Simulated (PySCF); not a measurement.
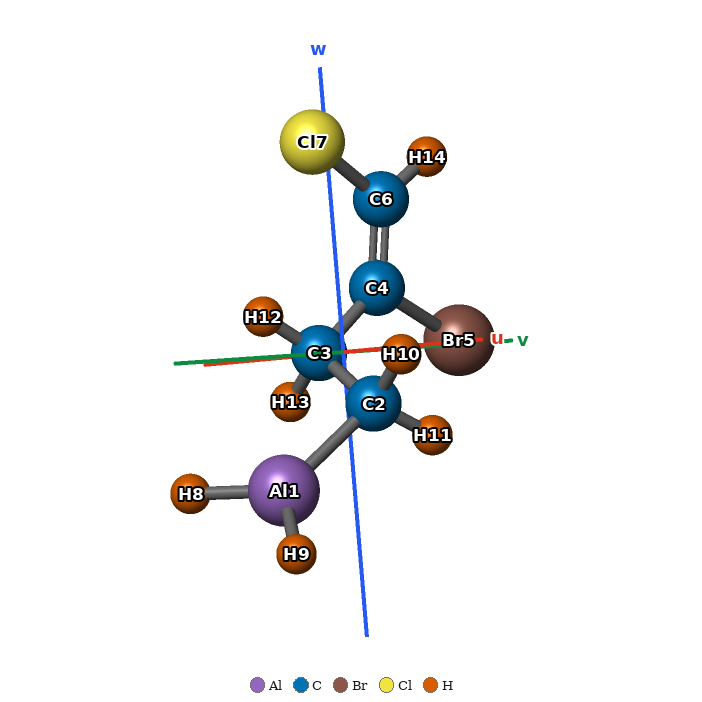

The lines u, v and w are the principal axes of the static dipole polarisability. The geometry was computed by an optimisation with GFN2-xTB. No frequency run is at hand to confirm it as a minimum. Computed with ωB97X-D/def2-SVPD (PySCF 2.14.0).

**Along which axis is the molecule most polarisable, and along which least?**

Most along w (close to the long direction Al1···Cl7), least along u.

**Give the three principal values.**

u 86.4, v 122.7, w 130.2 bohr³; mean 113.1, anisotropy 40.6 bohr³.

The geometry is semi-empirical. Around Al, Br such bond lengths and angles can be off by a tenth of an ångström or more and by several degrees, and values that hang on the shape move with them.
